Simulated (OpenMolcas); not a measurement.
## Single-point calculation of C₂H₈N₂ (part 4 of 4)

C₂H₈N₂, multiplicity 3; HF/3-21G, UHF (OpenMolcas 26.06). The geometry is that of the parent species in another charge or spin state. The geometry comes from this level: PBE0-D4/def2-TZVP.

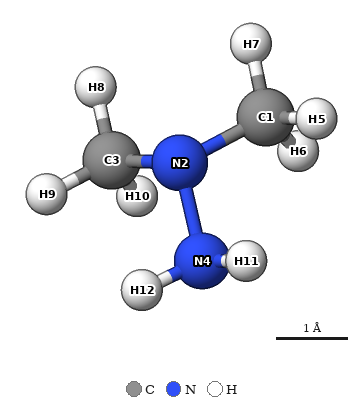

Fig. 1: The structure as given in the input (ball-and-stick view, seen at a tilt; atoms are numbered from 1 in the order of the input).

The program's output, continued:
```
        1 C1     1s        -0.0208   -0.0223    0.0399   -0.0248    0.0075   -0.0128    0.0230   -0.0506   -0.0215   -0.0568
        2 C1     1s        -0.2190   -0.1134   -0.0632   -0.1576    0.0882   -0.0590    0.2752   -0.1174   -0.1947   -0.6030
        3 C1     1s         0.2771    0.4898   -0.2368    0.1609   -0.1037   -0.0078   -0.9115    0.9457    0.0690    1.3252
        4 C1     2px       -0.2987   -0.4013    0.0847   -0.1631    0.2710   -0.4714   -0.3664    0.1293   -0.2560   -0.0076
        5 C1     2px        0.3669    1.0997   -0.2063    0.4723   -0.8164    0.9428    0.2960    0.2696   -0.3024   -0.0594
        6 C1     2py       -0.1655    0.2775   -0.1130   -0.3155   -0.2003    0.0210   -0.0892   -0.0690    0.1168    0.1448
        7 C1     2py        0.6131   -0.8504    0.0234    0.9201    0.1936    0.1839    0.4212   -0.5125   -0.2312   -0.5449
        8 C1     2pz        0.1906    0.0701    0.1704   -0.4892   -0.1459    0.1151    0.2166   -0.1799   -0.1426   -0.2136
        9 C1     2pz       -0.6269   -0.0132   -0.3460    1.2015    0.5265   -0.1685   -0.3271    0.4225   -0.0398    0.3526
       10 N2     1s         0.0002   -0.0002   -0.0047    0.0005    0.0249   -0.0051   -0.0196    0.0027    0.0123   -0.0001
       11 N2     1s         0.0038   -0.0035   -0.0206    0.0122    0.1330   -0.0430   -0.2634    0.0118    0.0429    0.0030
       12 N2     1s         0.0007    0.0077    0.0907   -0.0405   -0.3443    0.0996    0.6852   -0.0688   -0.3749    0.0091
       13 N2     2px        0.1518   -0.1249    0.0233    0.1521   -0.2768    0.0458   -0.2814   -0.4580   -0.2531    0.0286
       14 N2     2px       -0.3578    0.7031    0.1072   -0.4378    1.1012   -0.0316    0.2673    1.0937    0.5800    0.2257
       15 N2     2py       -0.1126    0.0680   -0.0596   -0.0317   -0.2119   -0.1430   -0.5136    0.2799   -0.5567    0.0194
       16 N2     2py        0.2727   -0.4470    0.5432    0.1030    1.0289    0.1346    0.9307   -0.6984    1.1978   -0.2145
       17 N2     2pz        0.1512   -0.1205   -0.0667    0.1187    0.1473    0.0056   -0.0541   -0.4241   -0.1401    0.0212
       18 N2     2pz       -0.3588    0.6911    0.2645   -0.3608   -0.3903    0.1567    0.2663    1.0170    0.2669    0.2187
       19 C3     1s         0.0207    0.0248    0.0382    0.0170    0.0108    0.0161    0.0248    0.0404   -0.0254    0.0606
       20 C3     1s         0.2213    0.1215   -0.0749    0.0879    0.0906    0.0860    0.3075    0.0564   -0.1758    0.6123
       21 C3     1s        -0.2804   -0.5398   -0.2117    0.0418   -0.1092   -0.2658   -0.8967   -0.8123   -0.0010   -1.3198
       22 C3     2px        0.2947   -0.0309   -0.1718   -0.1379    0.1097    0.1432   -0.3873   -0.1188    0.1692   -0.2424
       23 C3     2px       -0.9053    0.2645    0.2134    0.3002   -0.5980   -0.2487    0.7452    0.5477   -0.2902    0.5650
       24 C3     2py        0.1476    0.0348    0.0837    0.5464    0.0756    0.1887   -0.1008   -0.0207   -0.1889    0.0834
       25 C3     2py       -0.1953   -0.1564   -0.3098   -1.4561   -0.3752   -0.6119    0.1249   -0.0457   -0.1217    0.1190
       26 C3     2pz       -0.1904   -0.4872   -0.0740    0.1617   -0.4014   -0.1989    0.3657    0.2238    0.2903   -0.1054
       27 C3     2pz        0.0872    1.3742    0.0520   -0.5019    0.9303    0.4388   -0.2767    0.4220   -0.0396    0.2409
       28 N4     1s        -0.0007   -0.0009   -0.0139    0.0020   -0.0199   -0.0040    0.0077   -0.0007   -0.0386    0.0007
       29 N4     1s        -0.0087   -0.0045   -0.0479    0.0155   -0.2302   -0.0220    0.1788    0.0004   -0.3254    0.0028
       30 N4     1s         0.0187    0.0262    0.3444   -0.0751    0.9327    0.0676   -0.1584    0.0448    1.1958   -0.0221
       31 N4     2px        0.1635   -0.0895   -0.1535   -0.0385   -0.3005    0.0093    0.0186    0.0167    0.0363   -0.3764
       32 N4     2px        0.0557   -0.0619    0.3166   -0.2390    0.7230   -0.1799    0.1493   -0.0477    0.3596    0.7539
       33 N4     2py       -0.1155    0.0581   -0.0876    0.0582   -0.2563    0.0905   -0.1118   -0.0156    0.2135    0.2604
       34 N4     2py       -0.0354    0.0776    0.2846    0.0359    0.9834   -0.0172    0.6090    0.0752   -0.2387   -0.5455
       35 N4     2pz        0.1617   -0.0790    0.1133   -0.0599    0.1320   -0.0368   -0.1398    0.0162    0.1190   -0.3613
       36 N4     2pz        0.0462   -0.0867   -0.1447   -0.1735   -0.1646   -0.2001    0.3952   -0.0720   -0.5015    0.7504
       37 H5     1s         0.0739    0.0158   -0.2780   -0.1770    0.2410   -0.0147    0.3169    0.0823   -0.5771   -0.6163
       38 H5     1s        -0.5952    0.1435    0.2738    0.9296   -0.1459    0.1626   -0.1268   -0.0258    0.3357    0.3671
       39 H6     1s        -0.4867   -0.3902    0.5066   -0.3355   -0.2591    0.4007    0.0461   -0.3535   -0.3350   -0.0852
       40 H6     1s         0.9146    0.9074   -0.2531   -0.0960   -0.2857   -0.0804    0.3815    0.1046    0.1015   -0.4453
       41 H7     1s        -0.0557    0.2181    0.5612   -0.0554    0.1341   -0.6104    0.0081   -0.5363    0.3269   -0.1251
       42 H7     1s        -0.5780   -0.4031   -0.2870   -0.6964    0.1320    0.2274   -0.1114    0.4757   -0.2474    0.0536
       43 H8     1s         0.0635   -0.1961    0.5673    0.0365    0.2723    0.5957   -0.0733    0.5712    0.0854    0.1374
       44 H8     1s         0.5595    0.4063   -0.2892    0.6443    0.1925   -0.2136   -0.0291   -0.5846   -0.0189   -0.0197
       45 H9     1s        -0.0725   -0.0119   -0.2876    0.0521    0.2662   -0.0042    0.3361   -0.2494   -0.3944    0.6690
       46 H9     1s         0.5918   -0.1437    0.2877   -0.8377   -0.2841   -0.1452   -0.2437    0.1529    0.3245   -0.4073
       47 H10    1s         0.4733    0.4104    0.4889    0.3286   -0.3371   -0.3319    0.1612    0.2442   -0.3382    0.1162
       48 H10    1s        -0.8979   -0.9123   -0.2274    0.0742   -0.2335    0.2436    0.4204   -0.0876    0.1231    0.3997
       49 H11    1s         0.4252   -0.2844    0.0806   -0.4359    0.0413   -0.3007    0.2948    0.1631   -0.3623    0.4473
       50 H11    1s        -0.2054    0.1146   -0.0980    0.2439    0.0343    0.1202    0.2298   -0.1115   -0.1268    0.0188
       51 H12    1s        -0.4393    0.2853    0.0820    0.4211    0.1812    0.1475    0.2718   -0.1383   -0.3990   -0.4357
       52 H12    1s         0.2111   -0.1128   -0.0876   -0.2829   -0.0134   -0.0945    0.2031    0.0826   -0.0912   -0.0226

          Orbital           51
          Energy            1.5528
          Occ. No.          0.0000

        1 C1     1s        -0.0119
        2 C1     1s         0.0325
        3 C1     1s         0.7849
        4 C1     2px        0.0006
        5 C1     2px        0.2563
        6 C1     2py       -0.3867
        7 C1     2py        0.1893
        8 C1     2pz        0.2291
        9 C1     2pz       -0.8250
       10 N2     1s        -0.0043
       11 N2     1s        -0.0224
       12 N2     1s         0.1012
       13 N2     2px       -0.3254
       14 N2     2px        0.8818
       15 N2     2py        0.2523
       16 N2     2py       -0.6585
       17 N2     2pz       -0.3671
       18 N2     2pz        0.9890
       19 C3     1s         0.0264
       20 C3     1s         0.0619
       21 C3     1s        -1.0609
       22 C3     2px        0.3965
       23 C3     2px       -0.7640
       24 C3     2py        0.2092
       25 C3     2py        0.1066
       26 C3     2pz        0.1703
       27 C3     2pz        0.2339
       28 N4     1s        -0.0020
       29 N4     1s        -0.0235
       30 N4     1s         0.0141
       31 N4     2px        0.2437
       32 N4     2px       -0.6077
       33 N4     2py       -0.1508
       34 N4     2py        0.3800
       35 N4     2pz        0.2434
       36 N4     2pz       -0.6226
       37 H5     1s        -0.4599
       38 H5     1s        -0.0322
       39 H6     1s         0.1590
       40 H6     1s         0.0865
       41 H7     1s         0.1410
       42 H7     1s        -0.5661
       43 H8     1s        -0.1897
       44 H8     1s         0.7378
       45 H9     1s         0.6858
       46 H9     1s        -0.1403
       47 H10    1s        -0.0131
       48 H10    1s        -0.0721
       49 H11    1s        -0.2172
       50 H11    1s        -0.2067
       51 H12    1s         0.1159
       52 H12    1s         0.2521
--

++    Molecular properties:
      ---------------------

      Charge (e):
                      =   -0.0000
      Dipole Moment (debye):
      Origin of the operator (angstrom)=   -0.0155   -0.1316   -0.0799
                   X=  3.9382E-01               Y=  2.9116E+00               Z=  1.7555E+00           Total=  3.4226E+00
      Quadrupole Moment (debye*angstrom):
      Origin of the operator (angstrom)=   -0.0155   -0.1316   -0.0799
                  XX= -2.8060E+01              XY= -1.0952E+00              XZ=  5.2291E-01              YY= -3.0874E+01
                  YZ= -1.9710E+00              ZZ= -2.8703E+01
      In traceless form (debye*angstrom)
                  XX=  1.7286E+00              XY= -1.6428E+00              XZ=  7.8437E-01              YY= -2.4924E+00
                  YZ= -2.9565E+00              ZZ=  7.6379E-01
--

--- Stop Module: scf /rc=_RC_ALL_IS_WELL_ ---
--- Module scf spent 2 seconds ---

.##################.
.# Happy landing! #.
.##################.

    Timing: Wall=3.81 User=3.12 System=0.64
```

This output came from the following input.

The input:
```
* C2H8N2 Hartree-Fock

&GATEWAY
 BasLib = $CurrDir
 Coord
 12
 angstrom
 C       -0.549700       1.026070      -0.590450
 N        0.254390      -0.153100      -0.366640
 C        0.946400      -0.058140       0.898070
 N       -0.661470      -1.274130      -0.262710
 H       -1.058670       0.950230      -1.555230
 H       -1.310520       1.170400       0.194300
 H        0.103620       1.899360      -0.624140
 H        1.610560       0.807290       0.874430
 H        1.561150      -0.949160       1.052020
 H        0.253000       0.037910       1.749780
 H       -1.081640      -1.360410      -1.185440
 H       -0.067120      -2.096310      -0.183980
 Basis = 3-21G
 Group = NoSym

&SEWARD

&SCF
 UHF
 Spin = 3
 Thresholds = 1e-10 1e-07 1e-07 1e-05
 PrOrbitals = 0
```

Launch command:
```bash
export MOLCAS_MEM=1860
pymolcas calc.inp > calc.log
```

Summary:

| quantity | value |
| --- | --- |
| outcome | converged |
| total energy | −187.909691 hartree |
| basis functions | 52 |
| ⟨S²⟩ | 2.022 |
| dipole moment | 3.42 debye |
| hardware | 1 thread of Intel Xeon (Sapphire Rapids), 64 GiB of memory available, shared host |
| wall time | 4.2 s |
| peak memory | 0.38 GiB |
